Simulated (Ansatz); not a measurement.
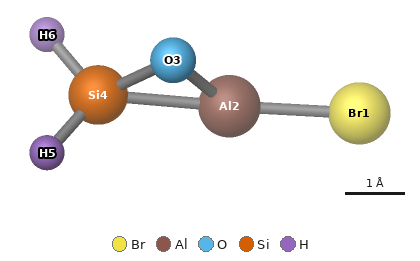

**Figure 1.** The starting structure (ball-and-stick view, seen at a tilt; atoms are numbered from 1 in the order of the input). Sticks mark near contacts. Bond lengths as drawn: Al–Br 2.24 Å, Al–O 1.74 Å, Al–Si 2.27 Å, H–Si 1.49 Å and O–Si 1.68 Å.

# AlSiH2BrO: molecular dynamics (part 1 of 2)

The run: molecular dynamics of AlSiH2BrO, SMILES [Br][Al]1[O][SiH2]1. Method and program: RKS revPBE-d3bj/6-31G* (Ansatz 0.2.0).

The geometry comes from this level: PBE0-D4/def2-TZVP. Figures and captions count atoms from 1; the log counts them from 0 in places.

**Log**
```
Functional definition: revPBE
  name "revPBE"
  cite "Zhang & Yang, Phys. Rev. Lett. 80, 890 (1998) doi:10.1103/PhysRevLett.80.890"
  cite "Perdew, Burke & Ernzerhof, Phys. Rev. Lett. 77, 3865 (1996) doi:10.1103/PhysRevLett.77.3865"
  parameter kappa = 1.245
  parameter beta = 0.06672455060314922
  exchange = pbe_x(kappa = kappa, mu = beta*pi^2/3)
  correlation = pbe_c(beta = beta)
983 factors; their error is unknown
mean field evaluation 1: about -86575.9774 eV, gradient 6.4e1 eV
mean field evaluation 2: about -86434.5093 eV, gradient 2.0e2 eV
mean field evaluation 4: about -86583.4789 eV, gradient 1.5e1 eV
mean field evaluation 8: about -86584.0303 eV, gradient 1.9e-1 eV
mean field evaluation 16: about -86583.9794 eV, gradient 1.0e-4 eV
mean field -86583.97936083 eV, -3181.9025527812 hartree, gradient 1.6e-5 eV, S^2 0.000000; 0 other end points of the search recorded, 0 dependent functions left out
the calculation of the forces begins
reference -86583.97941007 eV, -3181.9025545910 hartree; 36, 36 occupied and 56, 56 virtual orbitals, 983 factors
md step     0: t =     0.00 fs  T =   700.0 K  F+E_penalty+E_count = -86584.27668321 eV  E_kin = 0.361928 eV  conserved = -86583.91475521 eV  (27 SCF iters)
these checks for a lower state are left out or cut short: starts, cluster_reference, orbital_swaps, neighbouring_geometries, increment
983 factors; their error is unknown
mean field -86583.97017214 eV, -3181.9022151034 hartree, gradient 1.9e-5 eV, S^2 0.000000; 0 other end points of the search recorded, 0 dependent functions left out
the calculation of the forces begins
reference -86583.97022152 eV, -3181.9022169181 hartree; 36, 36 occupied and 56, 56 virtual orbitals, 983 factors
md step     1: t =     1.00 fs  T =   684.0 K  F+E_penalty+E_count = -86584.26782216 eV  E_kin = 0.353634 eV  conserved = -86583.91418801 eV  (28 SCF iters, 3 dispersion substeps)
[... from here on the SCF iterations and repeated set-up lines of each step are left out, up to the last step ...]
md step     2: t =     2.00 fs  T =   664.7 K  F+E_penalty+E_count = -86584.25734816 eV  E_kin = 0.343699 eV  conserved = -86583.91365167 eV  (28 SCF iters, 3 dispersion substeps)
md step     3: t =     3.00 fs  T =   656.7 K  F+E_penalty+E_count = -86584.25312324 eV  E_kin = 0.339526 eV  conserved = -86583.91360449 eV  (28 SCF iters, 3 dispersion substeps)
md step     4: t =     4.00 fs  T =   661.0 K  F+E_penalty+E_count = -86584.25583738 eV  E_kin = 0.341767 eV  conserved = -86583.91408624 eV  (28 SCF iters, 3 dispersion substeps)
md step     5: t =     5.00 fs  T =   664.9 K  F+E_penalty+E_count = -86584.25842803 eV  E_kin = 0.343794 eV  conserved = -86583.91466331 eV  (29 SCF iters, 3 dispersion substeps)
md step     6: t =     6.00 fs  T =   652.7 K  F+E_penalty+E_count = -86584.25229417 eV  E_kin = 0.337455 eV  conserved = -86583.91488480 eV  (29 SCF iters, 3 dispersion substeps)
md step     7: t =     7.00 fs  T =   617.7 K  F+E_penalty+E_count = -86584.23396760 eV  E_kin = 0.319379 eV  conserved = -86583.91465500 eV  (29 SCF iters, 3 dispersion substeps)
md step     8: t =     8.00 fs  T =   566.1 K  F+E_penalty+E_count = -86584.20678161 eV  E_kin = 0.292692 eV  conserved = -86583.91418284 eV  (29 SCF iters, 3 dispersion substeps)
md step     9: t =     9.00 fs  T =   511.2 K  F+E_penalty+E_count = -86584.17790185 eV  E_kin = 0.264285 eV  conserved = -86583.91374477 eV  (29 SCF iters, 3 dispersion substeps)
md step    10: t =    10.00 fs  T =   465.6 K  F+E_penalty+E_count = -86584.15408232 eV  E_kin = 0.240723 eV  conserved = -86583.91353218 eV  (27 SCF iters, 3 dispersion substeps)
md step    11: t =    11.00 fs  T =   435.6 K  F+E_penalty+E_count = -86584.13859972 eV  E_kin = 0.225214 eV  conserved = -86583.91361622 eV  (29 SCF iters, 3 dispersion substeps)
md step    12: t =    12.00 fs  T =   418.6 K  F+E_penalty+E_count = -86584.13009596 eV  E_kin = 0.216443 eV  conserved = -86583.91395451 eV  (29 SCF iters, 3 dispersion substeps)
md step    13: t =    13.00 fs  T =   404.8 K  F+E_penalty+E_count = -86584.12329956 eV  E_kin = 0.209295 eV  conserved = -86583.91439083 eV  (29 SCF iters, 3 dispersion substeps)
md step    14: t =    14.00 fs  T =   381.8 K  F+E_penalty+E_count = -86584.11157009 eV  E_kin = 0.197383 eV  conserved = -86583.91467309 eV  (29 SCF iters, 3 dispersion substeps)
md step    15: t =    15.00 fs  T =   342.2 K  F+E_penalty+E_count = -86584.09087274 eV  E_kin = 0.176917 eV  conserved = -86583.91454969 eV  (29 SCF iters, 3 dispersion substeps)
md step    16: t =    16.00 fs  T =   290.6 K  F+E_penalty+E_count = -86584.06351682 eV  E_kin = 0.150245 eV  conserved = -86583.91397671 eV  (29 SCF iters, 3 dispersion substeps)
md step    17: t =    17.00 fs  T =   243.7 K  F+E_penalty+E_count = -86584.03849440 eV  E_kin = 0.126018 eV  conserved = -86583.91329242 eV  (29 SCF iters, 3 dispersion substeps)
md step    18: t =    18.00 fs  T =   220.6 K  F+E_penalty+E_count = -86584.02618620 eV  E_kin = 0.114074 eV  conserved = -86583.91303968 eV  (29 SCF iters, 3 dispersion substeps)
md step    19: t =    19.00 fs  T =   228.2 K  F+E_penalty+E_count = -86584.03037034 eV  E_kin = 0.117979 eV  conserved = -86583.91344309 eV  (29 SCF iters, 3 dispersion substeps)
md step    20: t =    20.00 fs  T =   255.4 K  F+E_penalty+E_count = -86584.04500811 eV  E_kin = 0.132062 eV  conserved = -86583.91414899 eV  (29 SCF iters, 3 dispersion substeps)
md step    21: t =    21.00 fs  T =   282.7 K  F+E_penalty+E_count = -86584.05938947 eV  E_kin = 0.146176 eV  conserved = -86583.91460250 eV  (29 SCF iters, 3 dispersion substeps)
md step    22: t =    22.00 fs  T =   296.7 K  F+E_penalty+E_count = -86584.06636137 eV  E_kin = 0.153414 eV  conserved = -86583.91455481 eV  (29 SCF iters, 3 dispersion substeps)
md step    23: t =    23.00 fs  T =   297.9 K  F+E_penalty+E_count = -86584.06631565 eV  E_kin = 0.154021 eV  conserved = -86583.91414480 eV  (29 SCF iters, 3 dispersion substeps)
md step    24: t =    24.00 fs  T =   297.5 K  F+E_penalty+E_count = -86584.06537064 eV  E_kin = 0.153814 eV  conserved = -86583.91366707 eV  (29 SCF iters, 3 dispersion substeps)
md step    25: t =    25.00 fs  T =   309.3 K  F+E_penalty+E_count = -86584.07091436 eV  E_kin = 0.159945 eV  conserved = -86583.91336469 eV  (29 SCF iters, 3 dispersion substeps)
md step    26: t =    26.00 fs  T =   342.5 K  F+E_penalty+E_count = -86584.08770414 eV  E_kin = 0.177063 eV  conserved = -86583.91336271 eV  (29 SCF iters, 3 dispersion substeps)
md step    27: t =    27.00 fs  T =   396.9 K  F+E_penalty+E_count = -86584.11578639 eV  E_kin = 0.205227 eV  conserved = -86583.91366999 eV  (29 SCF iters, 3 dispersion substeps)
md step    28: t =    28.00 fs  T =   463.6 K  F+E_penalty+E_count = -86584.15031333 eV  E_kin = 0.239712 eV  conserved = -86583.91418586 eV  (29 SCF iters, 3 dispersion substeps)
md step    29: t =    29.00 fs  T =   527.3 K  F+E_penalty+E_count = -86584.18317446 eV  E_kin = 0.272626 eV  conserved = -86583.91469773 eV  (29 SCF iters, 3 dispersion substeps)
md step    30: t =    30.00 fs  T =   573.0 K  F+E_penalty+E_count = -86584.20639047 eV  E_kin = 0.296256 eV  conserved = -86583.91492617 eV  (29 SCF iters, 3 dispersion substeps)
md step    31: t =    31.00 fs  T =   594.2 K  F+E_penalty+E_count = -86584.21643147 eV  E_kin = 0.307239 eV  conserved = -86583.91467932 eV  (29 SCF iters, 3 dispersion substeps)
md step    32: t =    32.00 fs  T =   597.8 K  F+E_penalty+E_count = -86584.21697201 eV  E_kin = 0.309099 eV  conserved = -86583.91408119 eV  (29 SCF iters, 3 dispersion substeps)
md step    33: t =    33.00 fs  T =   599.9 K  F+E_penalty+E_count = -86584.21683225 eV  E_kin = 0.310170 eV  conserved = -86583.91360724 eV  (28 SCF iters, 3 dispersion substeps)
md step    34: t =    34.00 fs  T =   613.0 K  F+E_penalty+E_count = -86584.22295067 eV  E_kin = 0.316956 eV  conserved = -86583.91369609 eV  (28 SCF iters, 3 dispersion substeps)
md step    35: t =    35.00 fs  T =   635.0 K  F+E_penalty+E_count = -86584.23408788 eV  E_kin = 0.328301 eV  conserved = -86583.91427793 eV  (28 SCF iters, 3 dispersion substeps)
md step    36: t =    36.00 fs  T =   650.3 K  F+E_penalty+E_count = -86584.24179059 eV  E_kin = 0.336252 eV  conserved = -86583.91485100 eV  (28 SCF iters, 3 dispersion substeps)
md step    37: t =    37.00 fs  T =   643.6 K  F+E_penalty+E_count = -86584.23761040 eV  E_kin = 0.332761 eV  conserved = -86583.91499711 eV  (28 SCF iters, 3 dispersion substeps)
md step    38: t =    38.00 fs  T =   610.5 K  F+E_penalty+E_count = -86584.21936984 eV  E_kin = 0.315652 eV  conserved = -86583.91468383 eV  (29 SCF iters, 3 dispersion substeps)
md step    39: t =    39.00 fs  T =   559.9 K  F+E_penalty+E_count = -86584.19190504 eV  E_kin = 0.289495 eV  conserved = -86583.91414997 eV  (28 SCF iters, 3 dispersion substeps)
md step    40: t =    40.00 fs  T =   507.4 K  F+E_penalty+E_count = -86584.16358131 eV  E_kin = 0.262370 eV  conserved = -86583.91367113 eV  (29 SCF iters, 3 dispersion substeps)
md step    41: t =    41.00 fs  T =   467.5 K  F+E_penalty+E_count = -86584.14199393 eV  E_kin = 0.241695 eV  conserved = -86583.91343236 eV  (30 SCF iters, 3 dispersion substeps)
md step    42: t =    42.00 fs  T =   447.3 K  F+E_penalty+E_count = -86584.13097620 eV  E_kin = 0.231257 eV  conserved = -86583.91350290 eV  (29 SCF iters, 3 dispersion substeps)
md step    43: t =    43.00 fs  T =   444.9 K  F+E_penalty+E_count = -86584.12944327 eV  E_kin = 0.230037 eV  conserved = -86583.91384388 eV  (30 SCF iters, 3 dispersion substeps)
md step    44: t =    44.00 fs  T =   450.3 K  F+E_penalty+E_count = -86584.13202649 eV  E_kin = 0.232834 eV  conserved = -86583.91430507 eV  (30 SCF iters, 3 dispersion substeps)
md step    45: t =    45.00 fs  T =   450.1 K  F+E_penalty+E_count = -86584.13152463 eV  E_kin = 0.232701 eV  conserved = -86583.91463455 eV  (30 SCF iters, 3 dispersion substeps)
md step    46: t =    46.00 fs  T =   434.9 K  F+E_penalty+E_count = -86584.12289264 eV  E_kin = 0.224839 eV  conserved = -86583.91457153 eV  (29 SCF iters, 3 dispersion substeps)
md step    47: t =    47.00 fs  T =   406.8 K  F+E_penalty+E_count = -86584.10715747 eV  E_kin = 0.210307 eV  conserved = -86583.91405896 eV  (30 SCF iters, 3 dispersion substeps)
md step    48: t =    48.00 fs  T =   380.0 K  F+E_penalty+E_count = -86584.09203073 eV  E_kin = 0.196477 eV  conserved = -86583.91342817 eV  (30 SCF iters, 3 dispersion substeps)
md step    49: t =    49.00 fs  T =   371.6 K  F+E_penalty+E_count = -86584.08682187 eV  E_kin = 0.192133 eV  conserved = -86583.91322075 eV  (29 SCF iters, 3 dispersion substeps)
these checks for a lower state are left out or cut short: starts, cluster_reference, orbital_swaps, neighbouring_geometries, increment
983 factors; their error is unknown
mean field -86583.80285990 eV, -3181.8960664918 hartree, gradient 2.0e-5 eV, S^2 0.000000; 0 other end points of the search recorded, 0 dependent functions left out
the calculation of the forces begins
reference -86583.80290888 eV, -3181.8960682917 hartree; 36, 36 occupied and 56, 56 virtual orbitals, 983 factors
983 factors; their error is unknown
mean field evaluation 416: about -86583.8483 eV, gradient 8.1e-1 eV
mean field -86583.80285990 eV, -3181.8960664918 hartree, gradient 2.0e-5 eV, S^2 0.000000; 1 other end points of the search recorded, 0 dependent functions left out
the calculation of the forces begins
reference -86583.80290888 eV, -3181.8960682917 hartree; 36, 36 occupied and 56, 56 virtual orbitals, 983 factors
md step    50: t =    50.00 fs  T =   386.9 K  F+E_penalty+E_count = -86584.09450905 eV  E_kin = 0.200063 eV  conserved = -86583.91366320 eV  (28 SCF iters, 3 dispersion substeps)
```

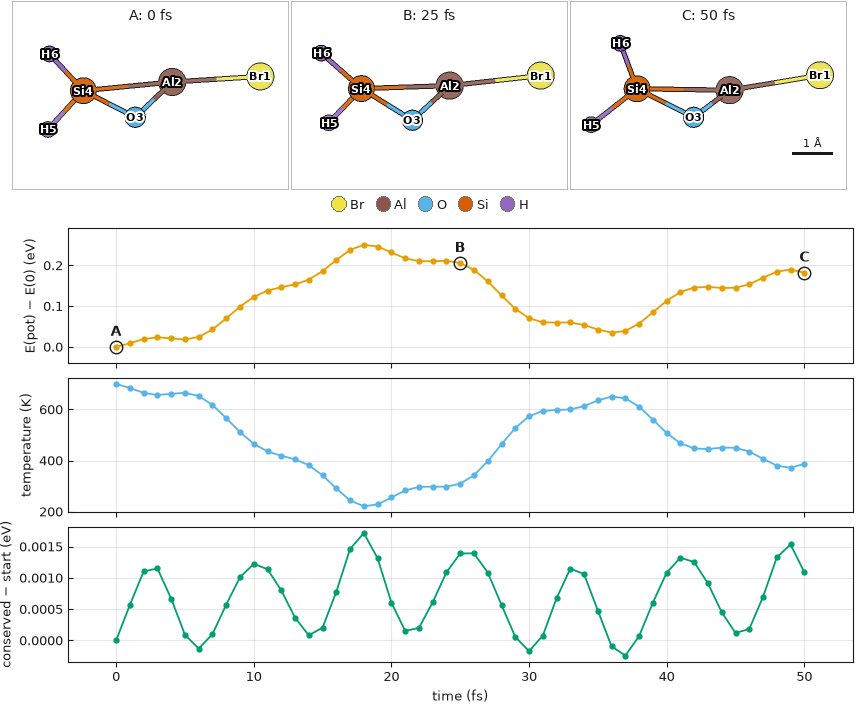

**Figure 2.** Frames of the molecular dynamics (ball-and-stick, seen at a tilt) above the curves, on which the letters mark them. The trajectory kept here has 51 frames over 50 fs. The temperature starts at 700 K, ranges from 221 to 700 K and averages 495 K over the second half. The potential energy ends 0.182 eV above its first value. The conserved quantity stays within 0.002 eV. After an unweighted best fit of the last frame on the first, the root-mean-square displacement is 0.25 Å.

```
Total energy: -86584.09455803 eV, -3181.9067862004 hartree
Atom 0 at    -0.824865    -3.413644     0.357327 Å, force     0.173487     0.291017    -0.157888 eV/Å
Atom 1 at    -0.018539    -1.288466    -0.037138 Å, force     1.048613    -0.902982     0.584032 eV/Å
Atom 2 at    -0.906000     0.088504    -0.472852 Å, force    -1.199992     1.345377    -0.583413 eV/Å
Atom 3 at     0.422082     1.062502     0.071795 Å, force    -0.222123    -1.486312    -0.194853 eV/Å
Atom 4 at     0.911492     2.089682    -0.872202 Å, force     0.238229     0.185547    -0.338396 eV/Å
Atom 5 at     0.084292     1.698574     1.340860 Å, force    -0.038214     0.567354     0.690518 eV/Å
Dipole moment:     0.312063     0.189094    -0.018425 e Å
```

**Trajectory as extended XYZ (Å, eV, eV/Å), 51 frames, from step=0 to step=50**
```
6
Properties=species:S:1:pos:R:3:forces:R:3 step=0 time_fs=0.0 energy=-86584.27668 temperature=700.0
Br   -0.7894   -3.3844    0.3142   -0.1694  -0.4559   0.0175
Al   -0.1236   -1.2548    0.1796    0.5962  -0.5793   0.3638
O    -0.9686    0.1258   -0.4452   -1.4739   0.1722  -0.6543
Si    0.4402    0.9355   -0.0096    0.8878   0.5121   0.2743
H     1.2011    1.5446   -1.1333    0.1690   0.1340  -0.2129
H     0.2825    1.9694    1.0482   -0.0097   0.2168   0.2115
6
Properties=species:S:1:pos:R:3:forces:R:3 step=1 time_fs=1.0 energy=-86584.26782 temperature=684.0
Br   -0.7901   -3.3850    0.3153   -0.1700  -0.4336   0.0096
Al   -0.1168   -1.2560    0.1741    0.4984  -0.4985   0.3407
O    -0.9705    0.1320   -0.4477   -1.4473   0.0439  -0.5901
Si    0.4352    0.9362   -0.0057    0.9568   0.2206   0.1109
H     1.2149    1.5072   -1.1251    0.2453   0.2191  -0.3317
H     0.3108    1.9683    1.0321   -0.0833   0.4485   0.4605
6
Properties=species:S:1:pos:R:3:forces:R:3 step=2 time_fs=2.0 energy=-86584.25735 temperature=664.7
Br   -0.7908   -3.3857    0.3164   -0.1691  -0.4109   0.0021
Al   -0.1098   -1.2574    0.1687    0.3931  -0.4101   0.3148
O    -0.9732    0.1384   -0.4506   -1.3876  -0.0737  -0.5162
Si    0.4306    0.9370   -0.0017    1.0267   0.0241  -0.0493
H     1.2310    1.4719   -1.1200    0.2727   0.2639  -0.3771
H     0.3384    1.9714    1.0204   -0.1357   0.6069   0.6257
6
Properties=species:S:1:pos:R:3:forces:R:3 step=3 time_fs=3.0 energy=-86584.25312 temperature=656.7
Br   -0.7916   -3.3864    0.3174   -0.1666  -0.3873  -0.0050
Al   -0.1026   -1.2590    0.1634    0.2822  -0.3189   0.2878
O    -0.9768    0.1446   -0.4538   -1.2961  -0.1776  -0.4351
Si    0.4264    0.9379    0.0023    1.1106  -0.0269  -0.1700
H     1.2497    1.4391   -1.1186    0.2384   0.2702  -0.3371
H     0.3647    1.9804    1.0147   -0.1685   0.6405   0.6594
6
Properties=species:S:1:pos:R:3:forces:R:3 step=4 time_fs=4.0 energy=-86584.25584 temperature=661.0
Br   -0.7924   -3.3871    0.3185   -0.1622  -0.3625  -0.0117
Al   -0.0954   -1.2606    0.1582    0.1677  -0.2281   0.2605
O    -0.9811    0.1508   -0.4572   -1.1747  -0.2661  -0.3489
Si    0.4225    0.9387    0.0062    1.2127   0.0724  -0.2312
H     1.2707    1.4089   -1.1204    0.1467   0.2498  -0.2225
H     0.3894    1.9956    1.0153   -0.1902   0.5345   0.5538
6
Properties=species:S:1:pos:R:3:forces:R:3 step=5 time_fs=5.0 energy=-86584.25843 temperature=664.9
Br   -0.7932   -3.3880    0.3196   -0.1558  -0.3365  -0.0181
Al   -0.0881   -1.2624    0.1531    0.0512  -0.1396   0.2335
O    -0.9862    0.1568   -0.4609   -1.0253  -0.3394  -0.2587
Si    0.4190    0.9395    0.0101    1.3238   0.2774  -0.2393
H     1.2931    1.3810   -1.1243    0.0167   0.2188  -0.0624
H     0.4123    2.0158    1.0212   -0.2105   0.3194   0.3451
6
Properties=species:S:1:pos:R:3:forces:R:3 step=6 time_fs=6.0 energy=-86584.25229 temperature=652.7
Br   -0.7940   -3.3888    0.3207   -0.1476  -0.3095  -0.0241
Al   -0.0808   -1.2642    0.1481   -0.0657  -0.0543   0.2071
O    -0.9918    0.1626   -0.4647   -0.8507  -0.3984  -0.1656
Si    0.4160    0.9404    0.0138    1.4247   0.5179  -0.2185
H     1.3156    1.3553   -1.1288   -0.1259   0.1913   0.1081
H     0.4331    2.0391    1.0305   -0.2347   0.0529   0.0931
6
Properties=species:S:1:pos:R:3:forces:R:3 step=7 time_fs=7.0 energy=-86584.23397 temperature=617.7
Br   -0.7949   -3.3897    0.3217   -0.1378  -0.2818  -0.0297
Al   -0.0736   -1.2660    0.1432   -0.1817   0.0278   0.1814
O    -0.9980    0.1681   -0.4686   -0.6541  -0.4446  -0.0701
Si    0.4135    0.9415    0.0175    1.4930   0.7299  -0.1939
H     1.3370    1.3314   -1.1323   -0.2568   0.1761   0.2587
H     0.4517    2.0629    1.0406   -0.2626  -0.2075  -0.1464
6
Properties=species:S:1:pos:R:3:forces:R:3 step=8 time_fs=8.0 energy=-86584.20678 temperature=566.1
Br   -0.7957   -3.3906    0.3228   -0.1267  -0.2538  -0.0350
Al   -0.0664   -1.2678    0.1383   -0.2956   0.1070   0.1565
O    -1.0046    0.1734   -0.4725   -0.4399  -0.4799   0.0273
Si    0.4115    0.9429    0.0211    1.5111   0.8721  -0.1813
H     1.3559    1.3092   -1.1334   -0.3580   0.1764   0.3692
H     0.4678    2.0847    1.0493   -0.2909  -0.4218  -0.3367
6
Properties=species:S:1:pos:R:3:forces:R:3 step=9 time_fs=9.0 energy=-86584.17790 temperature=511.2
Br   -0.7966   -3.3916    0.3239   -0.1146  -0.2257  -0.0400
Al   -0.0592   -1.2695    0.1335   -0.4063   0.1836   0.1324
O    -1.0115    0.1784   -0.4765   -0.2131  -0.5065   0.1257
Si    0.4100    0.9445    0.0247    1.4684   0.9266  -0.1863
H     1.3714    1.2886   -1.1308   -0.4186   0.1914   0.4283
H     0.4811    2.1025    1.0548   -0.3159  -0.5694  -0.4601
6
Properties=species:S:1:pos:R:3:forces:R:3 step=10 time_fs=10.0 energy=-86584.15408 temperature=465.6
Br   -0.7975   -3.3926    0.3249   -0.1018  -0.1979  -0.0447
Al   -0.0523   -1.2712    0.1287   -0.5129   0.2574   0.1091
O    -1.0184    0.1831   -0.4804    0.0208  -0.5266   0.2239
Si    0.4091    0.9465    0.0282    1.3616   0.8902  -0.2086
H     1.3828    1.2699   -1.1242   -0.4329   0.2189   0.4319
H     0.4914    2.1148    1.0559   -0.3348  -0.6420  -0.5116
6
Properties=species:S:1:pos:R:3:forces:R:3 step=11 time_fs=11.0 energy=-86584.13860 temperature=435.6
Br   -0.7984   -3.3936    0.3260   -0.0884  -0.1703  -0.0490
Al   -0.0455   -1.2728    0.1240   -0.6147   0.3280   0.0868
O    -1.0254    0.1875   -0.4841    0.2558  -0.5422   0.3201
Si    0.4086    0.9488    0.0316    1.1922   0.7659  -0.2469
H     1.3902    1.2533   -1.1135   -0.3990   0.2557   0.3796
H     0.4985    2.1210    1.0521   -0.3458  -0.6371  -0.4907
6
Properties=species:S:1:pos:R:3:forces:R:3 step=12 time_fs=12.0 energy=-86584.13010 temperature=418.6
Br   -0.7993   -3.3946    0.3270   -0.0745  -0.1427  -0.0532
Al   -0.0389   -1.2743    0.1193   -0.7112   0.3942   0.0657
O    -1.0322    0.1915   -0.4876    0.4864  -0.5551   0.4125
Si    0.4085    0.9513    0.0349    0.9655   0.5582  -0.3016
H     1.3937    1.2392   -1.0991   -0.3182   0.2989   0.2749
H     0.5022    2.1211    1.0436   -0.3480  -0.5534  -0.3984
6
Properties=species:S:1:pos:R:3:forces:R:3 step=13 time_fs=13.0 energy=-86584.12330 temperature=404.8
Br   -0.8002   -3.3956    0.3281   -0.0601  -0.1149  -0.0571
Al   -0.0326   -1.2757    0.1146   -0.8017   0.4546   0.0459
O    -1.0388    0.1953   -0.4909    0.7073  -0.5669   0.4990
Si    0.4087    0.9541    0.0381    0.6919   0.2741  -0.3759
H     1.3941    1.2279   -1.0820   -0.1964   0.3450   0.1258
H     0.5027    2.1159    1.0312   -0.3411  -0.3919  -0.2377
```
